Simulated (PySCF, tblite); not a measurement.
# C₅H₅O₃P: dynamics, then NMR shifts on frames

How do NMR shifts of C₅H₅O₃P (`COC(=O)c1occp1`) change as the atoms move?

Computed with tblite 0.8.0 and PySCF 2.14.0, with density-fitted response routines of our own, on a single molecule in the gas phase. Atoms are numbered from 0 throughout.

### Step 1. The molecule as given

14 atoms, charge 0, multiplicity 1; geometry from: GFN2-xTB.

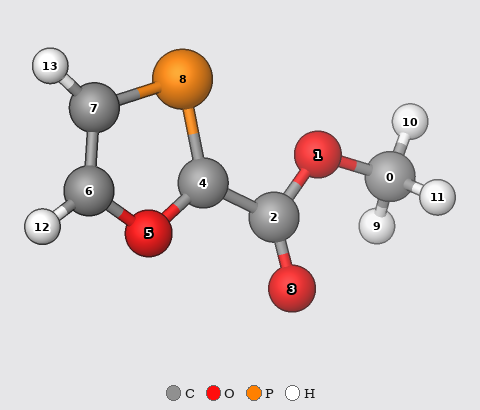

As it starts; carbon grey, oxygen red, phosphorus orange, hydrogen white, atoms numbered.

### Step 2. A short Langevin run with GFN2-xTB

Job settings and geometry (Å):

```
{"job": {"kind": "md", "xc": "GFN2-xTB", "basis": "xTB", "temperature": 200, "steps": 2000, "every": 50, "frames": 5}, "charge": 0, "multiplicity": 1}
C      2.902654     0.128110    -0.557088
O      1.486734     0.168410    -0.635992
C      0.819527    -0.172962     0.485566
O      1.347599    -0.512994     1.512760
C     -0.610256    -0.059236     0.221679
O     -1.496665    -0.371336     1.184380
C     -2.737943    -0.205798     0.752491
C     -2.867565     0.231448    -0.529056
P     -1.287222     0.461342    -1.279463
H      3.230213    -0.812646    -0.109693
H      3.267459     0.217483    -1.576974
H      3.270630     0.956047     0.053203
H     -3.513335    -0.435910     1.463328
H     -3.812509     0.407569    -1.007308
```

With the program's defaults for keys left out, this is: GFN2-xTB Langevin dynamics, gas phase.

Started as:

```sh
$ OMP_NUM_THREADS=1 python probes_run.py task.json out
```

One launch serves the whole session: the jobs run in the order shown.

The program printed:

```text
t/fs     T/K      E/eV
    0.0   154.9   -760.76380
   25.0   144.0   -760.67140
   50.0   168.4   -760.66825
   75.0   119.1   -760.52136
  100.0   187.9   -760.62935
  125.0   145.4   -760.49212
  150.0   161.7   -760.47509
  175.0   247.3   -760.42871
  200.0   225.6   -760.38308
  225.0   250.9   -760.30376
  250.0   250.8   -760.21417
  275.0   332.7   -760.42615
  300.0   213.8   -760.33047
  325.0   201.1   -760.40402
  350.0   216.9   -760.48907
  375.0   228.1   -760.48970
  400.0   203.7   -760.45517
  425.0   187.3   -760.44079
  450.0   185.9   -760.47519
  475.0   104.2   -760.44544
  500.0   158.8   -760.51560
  525.0   149.5   -760.50829
  550.0   140.8   -760.49912
  575.0   172.1   -760.52478
  600.0   171.5   -760.48127
  625.0   163.7   -760.50451
  650.0   218.7   -760.60720
  675.0   166.5   -760.53751
  700.0   201.6   -760.60065
  725.0   200.6   -760.57010
  750.0   148.8   -760.37700
  775.0   135.8   -760.45883
  800.0   163.9   -760.45086
  825.0   163.3   -760.56001
  850.0   108.8   -760.45359
  875.0   194.5   -760.54624
  900.0   191.9   -760.52193
  925.0   128.6   -760.47817
  950.0   140.3   -760.44479
  975.0   160.9   -760.48258
 1000.0   187.7   -760.47779
```

It took 21 s on 1 thread of Arm Neoverse N1, shared host; peak memory 0.18 GiB.

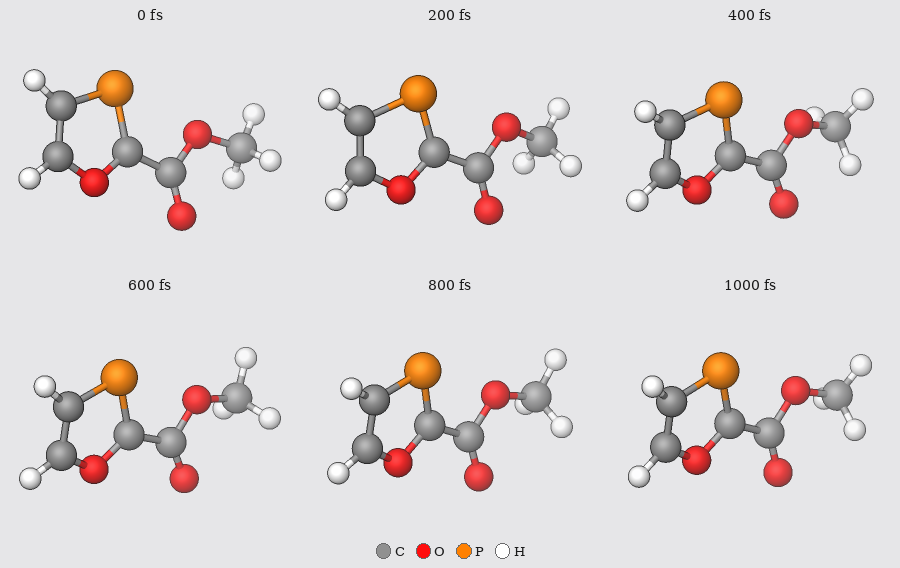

Frames of the run.

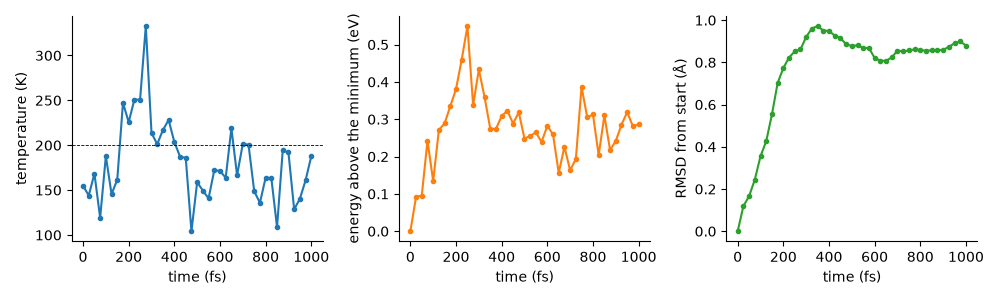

Temperature, potential energy and distance from the start.

Positions (Å) and forces (eV/Å) at 1000 fs:

```xyz
14

C     2.798   -0.037   -0.672   -0.518   -1.344    1.558
O     1.407    0.072   -0.472   -0.466   -0.202   -0.170
C     0.956   -0.605    0.601   -1.591    1.268   -0.306
O     1.615   -1.234    1.369    0.442   -0.532    0.245
C    -0.493   -0.280    0.752    0.402   -0.405   -0.246
O    -1.173   -0.921    1.719   -0.018   -0.052    0.041
C    -2.414   -0.508    1.757   -1.716   -0.079    1.753
C    -2.813    0.463    0.889    0.113    0.097    0.005
P    -1.460    0.839   -0.150    0.788    0.430   -0.632
H     3.109    0.694   -1.326    0.509    1.445   -1.487
H     3.220    0.122    0.313    0.690   -0.070    0.214
H     3.033   -1.044   -1.013    0.191   -0.073   -0.123
H    -3.049   -0.885    2.603    0.794    0.130   -0.942
H    -3.758    1.006    0.856    0.381   -0.613    0.091
```

### Step 3. NMR shieldings: 250 fs, PBE0/pcSseg-1

Job settings and geometry (Å):

```
{"job": {"kind": "nmr", "xc": "PBE0", "basis": "pcSseg-1", "pop": false}, "charge": 0, "multiplicity": 1}
C      2.715200    -0.103100    -0.979500
O      1.367600     0.181700    -0.659100
C      0.790900    -0.343900     0.444400
O      1.301800    -0.807500     1.422700
C     -0.670500    -0.261300     0.185500
O     -1.479500    -0.989100     1.065800
C     -2.782400    -0.785200     0.900600
C     -3.149200     0.003600    -0.127300
P     -1.697700     0.606300    -0.958600
H      3.433900     0.468300    -0.461300
H      2.889600    -1.165500    -0.650900
H      2.843900    -0.025600    -2.070800
H     -3.335700    -1.394900     1.586900
H     -4.189700     0.005700    -0.373000
```

With the program's defaults for keys left out, this is: GIAO PBE0/pcSseg-1 NMR shielding, non-relativistic, gas phase.

The program printed:

```text
coarse grid: 13416 points
cycle   1  E = -759.6260532033  dE =  1.730e+00  |g| = 9.405e-01  |ddm| = 3.709e+00
cycle   2  E = -759.1936388508  dE =  4.324e-01  |g| = 1.784e+00  |ddm| = 1.966e+00
cycle   3  E = -759.7732045733  dE = -5.796e-01  |g| = 3.021e-01  |ddm| = 1.519e+00
cycle   4  E = -759.7893431000  dE = -1.614e-02  |g| = 1.064e-01  |ddm| = 2.698e-01
cycle   5  E = -759.7912857305  dE = -1.943e-03  |g| = 1.565e-02  |ddm| = 6.310e-02
cycle   6  E = -759.7913330365  dE = -4.731e-05  |g| = 6.994e-03  |ddm| = 1.948e-02
cycle   7  E = -759.7913431194  dE = -1.008e-05  |g| = 2.147e-03  |ddm| = 6.514e-03
cycle   8  E = -759.7913440025  dE = -8.831e-07  |g| = 7.131e-04  |ddm| = 2.016e-03
final grid: 128456 points
cycle   9  E = -759.8772148497  dE = -1.109e-05  |g| = 1.591e-02  |ddm| = 2.405e-02
cycle  10  E = -759.8771373372  dE =  7.751e-05  |g| = 2.599e-02  |ddm| = 2.623e-02
cycle  11  E = -759.8772593664  dE = -1.220e-04  |g| = 3.025e-03  |ddm| = 1.745e-02
cycle  12  E = -759.8772611379  dE = -1.772e-06  |g| = 4.735e-04  |ddm| = 2.278e-03
cycle  13  E = -759.8772611794  dE = -4.146e-08  |g| = 1.693e-04  |ddm| = 4.644e-04
cycle  14  E = -759.8772611850  dE = -5.660e-09  |g| = 5.476e-05  |ddm| = 1.578e-04
cycle  15  E = -759.8772611857  dE = -6.276e-10  |g| = 2.043e-05  |ddm| = 7.037e-05
converged SCF energy = -759.8772611857

GIAO shielding tensors (ppm)
atom      isotropic    diamagn.    paramagn.     s11        s22        s33       span
  0 C      133.734     241.204    -107.470    102.319    116.215    182.668     80.349
  1 O      165.770     404.061    -238.292      3.255    228.348    265.705    262.450
  2 C       22.933     249.353    -226.420    -76.282     64.070     81.011    157.293
  3 O      -70.824     401.283    -472.108   -322.679   -208.294    318.500    641.180
  4 C      -19.494     259.971    -279.464   -156.044     20.207     77.356    233.400
  5 O      -66.665     396.349    -463.014   -308.312    -95.545    203.863    512.174
  6 C       26.257     252.848    -226.591    -69.746     40.351    108.165    177.911
  7 C       55.703     268.646    -212.943    -54.849     64.590    157.366    212.215
  8 P       93.372     967.772    -874.400   -262.724    121.200    421.642    684.366
  9 H       28.411      28.134       0.277     24.864     25.853     34.515      9.650
 10 H       26.787      26.777       0.010     22.824     25.305     32.232      9.408
 11 H       27.487      27.060       0.428     23.264     25.933     33.264     10.000
 12 H       23.516      29.369      -5.853     19.713     25.068     25.766      6.053
 13 H       24.178      30.628      -6.450     22.772     23.631     26.132      3.359
```

It took 42 s on 1 thread of Arm Neoverse N1, shared host; peak memory 0.82 GiB.

The references, computed at this level on geometries of the same kind, shield at (ppm): ¹H TMS 31.72, ¹³C TMS 186.9, ¹⁷O H2O 336.1, ³¹P H3PO4 318.4. Their shielding less the atom's gives the shift. The references are single molecules in the gas phase, so shifts against H2O, NH3, PH3, H3PO4 or CFCl3 are not on the usual liquid scales and can be off by tens of ppm. Each atom is listed at this fixed geometry, with no averaging over motion; a spectrum would average atoms that exchange fast.

```
atoms                                          environment  σ (ppm)  δ (ppm)
   C4  substituted aromatic carbon next to the ring oxygen    -19.5    206.4
   C2                                ester carbonyl carbon     22.9    164.0
   C6                  aromatic CH next to the ring oxygen     26.3    160.7
   C7                                          aromatic CH     55.7    131.2
   C0                            methyl carbon bonded to O    133.7     53.2
  H12   hydrogen on an aromatic CH next to the ring oxygen    23.52     8.20
  H13                           hydrogen on an aromatic CH    24.18     7.54
  H10              hydrogen on a methyl carbon bonded to O    26.79     4.93
  H11              hydrogen on a methyl carbon bonded to O    27.49     4.23
   H9              hydrogen on a methyl carbon bonded to O    28.41     3.31
   O3                                ester carbonyl oxygen    -70.8    406.9
   O5                                 aromatic ring oxygen    -66.7    402.7
   O1                                  ester alkoxy oxygen    165.8    170.3
   P8       phosphorus bonded to 2 C, in a 5-membered ring     93.4    225.0
```

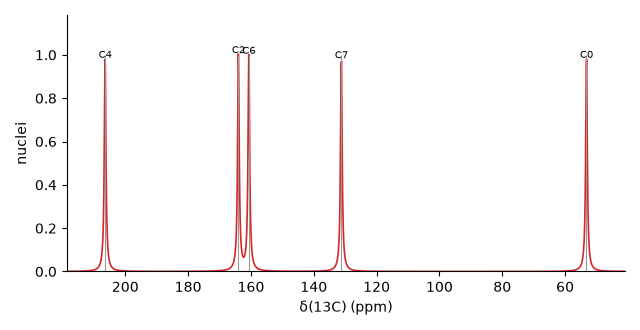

¹³C lines at the computed shifts, without couplings. Lines are broadened to a width of 0.61 ppm (Lorentzian).

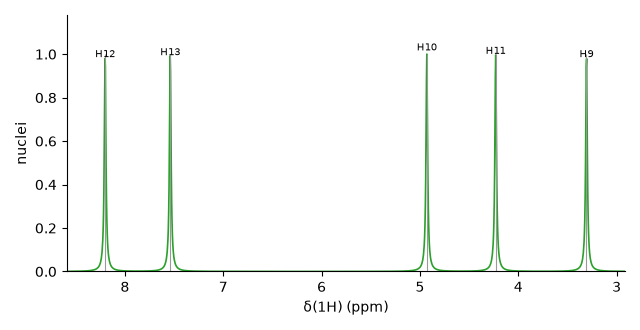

¹H lines at the computed shifts, without couplings. Lines are broadened to a width of 0.02 ppm (Lorentzian).

Ring of atoms C4, O5, C6, C7, P8: NICS(0) -11.8, NICS(1) -11.1, NICS(1)zz -25.3 ppm (means of both faces).

### Step 4. NMR shieldings: 425 fs, PBE0/pcSseg-1

Job settings and geometry (Å):

```
{"job": {"kind": "nmr", "xc": "PBE0", "basis": "pcSseg-1", "pop": false}, "charge": 0, "multiplicity": 1}
C      2.612100    -0.154700    -1.206400
O      1.271900     0.155900    -0.771000
C      0.803400    -0.513000     0.281800
O      1.432300    -1.211200     1.030500
C     -0.684100    -0.376900     0.381200
O     -1.387700    -0.944100     1.403300
C     -2.673000    -0.601600     1.351400
C     -2.991200     0.292300     0.370300
P     -1.592100     0.669100    -0.697100
H      2.838700     0.655100    -1.917800
H      3.279000    -0.232700    -0.364600
H      2.518300    -1.110000    -1.659000
H     -3.407100    -1.089800     1.932300
H     -3.969100     0.686900     0.125100
```

With the program's defaults for keys left out, this is: GIAO PBE0/pcSseg-1 NMR shielding, non-relativistic, gas phase.

The program printed:

```text
coarse grid: 13416 points
cycle   1  E = -759.6305373732  dE =  1.745e+00  |g| = 9.365e-01  |ddm| = 3.714e+00
cycle   2  E = -759.2199067070  dE =  4.106e-01  |g| = 1.741e+00  |ddm| = 1.919e+00
cycle   3  E = -759.7773509165  dE = -5.574e-01  |g| = 2.972e-01  |ddm| = 1.474e+00
cycle   4  E = -759.7927369009  dE = -1.539e-02  |g| = 1.065e-01  |ddm| = 2.673e-01
cycle   5  E = -759.7946451956  dE = -1.908e-03  |g| = 1.831e-02  |ddm| = 6.495e-02
cycle   6  E = -759.7946879129  dE = -4.272e-05  |g| = 1.233e-02  |ddm| = 2.975e-02
cycle   7  E = -759.7947267418  dE = -3.883e-05  |g| = 2.930e-03  |ddm| = 1.445e-02
cycle   8  E = -759.7947286393  dE = -1.898e-06  |g| = 8.782e-04  |ddm| = 2.772e-03
final grid: 128456 points
cycle   9  E = -759.8807406069  dE = -9.189e-06  |g| = 1.662e-02  |ddm| = 2.638e-02
cycle  10  E = -759.8806573744  dE =  8.323e-05  |g| = 2.702e-02  |ddm| = 2.684e-02
cycle  11  E = -759.8807897071  dE = -1.323e-04  |g| = 2.689e-03  |ddm| = 1.774e-02
cycle  12  E = -759.8807911523  dE = -1.445e-06  |g| = 5.127e-04  |ddm| = 2.190e-03
cycle  13  E = -759.8807912044  dE = -5.210e-08  |g| = 1.796e-04  |ddm| = 5.794e-04
cycle  14  E = -759.8807912108  dE = -6.323e-09  |g| = 6.083e-05  |ddm| = 1.799e-04
cycle  15  E = -759.8807912117  dE = -8.936e-10  |g| = 2.251e-05  |ddm| = 7.872e-05
converged SCF energy = -759.8807912117

GIAO shielding tensors (ppm)
atom      isotropic    diamagn.    paramagn.     s11        s22        s33       span
  0 C      131.385     245.000    -113.615    100.007    113.542    180.606     80.599
  1 O      167.849     404.388    -236.539      2.750    224.024    276.772    274.022
  2 C       21.156     248.435    -227.279    -76.679     67.456     72.692    149.371
  3 O      -72.997     401.612    -474.608   -344.518   -209.621    335.149    679.667
  4 C      -17.877     262.858    -280.735   -166.559     32.659     80.269    246.828
  5 O      -22.735     394.909    -417.644   -268.325    -35.681    235.800    504.125
  6 C       29.942     249.984    -220.042    -66.436     50.052    106.210    172.646
  7 C       40.025     268.856    -228.831    -79.315     44.172    155.219    234.534
  8 P      107.029     969.004    -861.975   -175.357     -2.993    499.438    674.795
  9 H       27.306      27.660      -0.355     23.110     25.999     32.807      9.697
 10 H       26.997      28.237      -1.240     23.108     25.799     32.083      8.975
 11 H       28.390      28.978      -0.589     23.830     26.515     34.823     10.993
 12 H       23.294      28.310      -5.016     20.009     23.065     26.806      6.797
 13 H       23.606      30.905      -7.299     21.617     22.454     26.746      5.129
```

It took 42 s on 1 thread of Arm Neoverse N1, shared host; peak memory 0.88 GiB.

This run: δ C4 204.8, C2 165.8, C6 157.0, C7 146.9, H12 8.42, H13 8.11 ppm.

(Part 1 of 2 ends here.)
